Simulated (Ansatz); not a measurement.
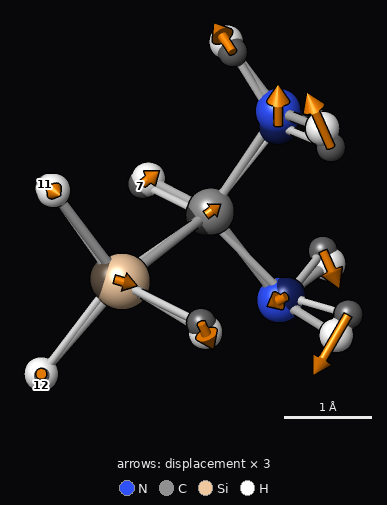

A relaxation of CH8N2Si. The starting structure is drawn faded, the final one solid; orange arrows show the displacements, 3 times their true length. The two geometries are superimposed by the best rigid fit.

The picture is a ball-and-stick view, seen from a free direction.

The run prepares an end point of a later path (hydrogen shift) calculation, from a guessed geometry.

All numbers below come from RKS PBE0-D4/def2-SVP in Ansatz.

The input:
```yaml
crystal:
  periodic: [false, false, false]
  atoms:
    - { symbol: "N", position_ang: [-0.6309, 1.0274, 0.7626] }
    - { symbol: C, position_ang: [0.2986, 0.041, 0.4842] }
    - { symbol: "N", position_ang: [-0.3002, -1.1047, 1.1312] }
    - { symbol: Si, position_ang: [0.712, -0.238, -1.3505] }
    - { symbol: H, position_ang: [-1.5239, 0.8944, 0.1936] }
    - { symbol: H, position_ang: [-0.3232, 1.9902, 0.4326] }
    - { symbol: H, position_ang: [1.273, 0.3087, 0.9776] }
    - { symbol: H, position_ang: [-0.384, -0.8125, 2.1082] }
    - { symbol: H, position_ang: [-1.198, -1.2578, 0.8223] }
    - { symbol: H, position_ang: [-0.6282, -0.6181, -2.0139] }
    - { symbol: H, position_ang: [1.1071, 1.0152, -1.9517] }
    - { symbol: H, position_ang: [1.6748, -1.301, -1.5621] }
basis:
  gaussian: { orbitals: def2-SVP }
hamiltonian:
  xc: pbe0
  dispersion: d4
relax:
  f_tol: 0.02
  max_steps: 50
output:
  orbitals: {}
```

Command:
```bash
ansatz run input.yaml --threads 2 --pin off --max-ram 3072MiB --backend cpu --events-out ev --progress --plain --runs-dir out
```

Question: Describe the change and its energy.

Answer: H9 moves most after the best rigid fit: 0.28 Å. Largest moves by element: H 0.28 Å, N 0.18 Å, Si 0.10 Å, C 0.08 Å. Some distances before and after: N1–C2 1.384 → 1.463 Å, N3–H9 0.962 → 1.019 Å, Si4–H11 1.445 → 1.498 Å, N1–H5 1.067 → 1.020 Å. Among the angles between lasting bonds that change: N1–C2–N3 101.3° → 113.6°, C2–N3–H8 103.6° → 109.5°, H5–N1–H6 100.9° → 106.7°. The energy falls by 65.2 kJ/mol in 5 accepted moves (6 points after the start). The largest force component goes from 5.2 to 0.013 eV/Å. The line search rejected the trial step at point 3 of the run.
